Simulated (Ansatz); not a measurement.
Amorphous Hf18O39La2

Preparation: random packing, a CHGNet melt and quench, and a DFT relaxation. O atoms were pushed apart under 1.9 Å during the dynamics, to hinder bonds among them. The hot cell started wider than the set density and was brought back towards it in steps. It is the lowest in DFT energy of 2 quenches. It is a model cell: composition and starting density were chosen by hand, and all elements were melted together. No dispersion term was used.

Methods: PBE, scalar-relativistic without spin-orbit coupling (Ansatz, a quantum-chemistry and plane-wave program); r2SCAN, scalar-relativistic without spin-orbit coupling (Ansatz); HSE06, scalar-relativistic without spin-orbit coupling (Ansatz). Geometry, pressure, stress and energy are those of the PBE run. Its sampling: a 2×2×2 Γ-centred mesh; Fermi-Dirac width 0.02 eV; no spin polarisation. Other functionals are single points at the zone centre (r2SCAN at 500 eV; exact exchange cut at the cell's faces), free to take moments where seeds were set. At PBE the levels at the filled edge of the gap are localised (band-tail or defect states).

| Item | Result |
|---|---|
| Number of atoms in the cell | 59 |
| Density (held, not predicted) | 8.75 g/cm³ |
| Volume per atom | 13.23 Å³ |
| Pressure on a 2×2×2 Γ-centred mesh | 22.6 kbar |
| Largest force and stress component on that mesh (the relaxation ran on the zone centre alone) | 0.09 eV/Å and 2.3 GPa |
| Energy relative to HfO2 (P2_1/c) + hexagonal La2O3 (lowest mix at this level among the phases computed, not always the ambient ones) | 0.157 eV/atom |
| Level gap on a 2×2×2 Γ-centred mesh (PBE) | 3.95 eV |
| Level gap at the zone centre (PBE) | 3.99 eV |
| Level gap at the zone centre (r2SCAN) | 4.47 eV |
| Level gap at the zone centre (HSE06) | 5.56 eV |

Cut-offs for bonds: Hf-Hf 3.34 Å, Hf-O 2.62 Å, Hf-La 3.65 Å, O-O 1.58 Å, O-La 3.00 Å, La-La 3.96 Å. Two cations that share two anions don't count as bonded, nor two that share one unless they lie closer than Hf-Hf 3.25 Å, Hf-La 3.55 Å, La-La 3.85 Å.

```json
{
 "Mean coordination of Hf by anions": "6.28 (2 with 5, 9 with 6, 7 with 7)",
 "Mean coordination of O": "3.26 (2 with 2, 25 with 3, 12 with 4)",
 "Mean coordination of La by anions": "7.00 (1 with 6, 1 with 8)",
 "Mean Hf-O bond": "2.134 Å (spread 0.116 Å, 113 counted)",
 "Mean O-La bond": "2.547 Å (spread 0.138 Å, 14 counted)"
}
```

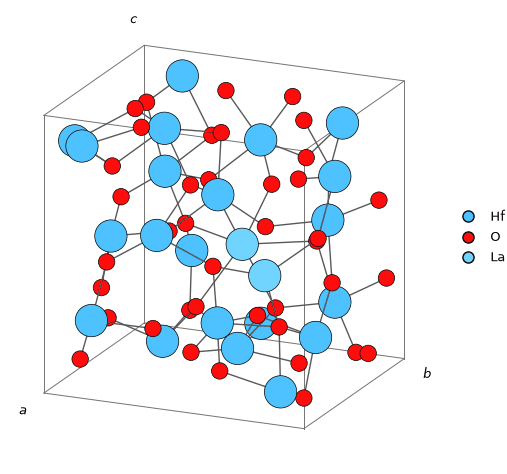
*The relaxed cell*

Its density started from a set value of 8.75 g/cm³. Cooling (nominally 300 K/ps over its main leg) ran many orders faster than in experiment, which tends to leave more defects and strain. A cell of this size samples the disorder only roughly. The volume was held where the preparation left it and the shape relaxed, at a PBE pressure of 2.3 GPa. Stress components on the final sampling reach 2.3 GPa.
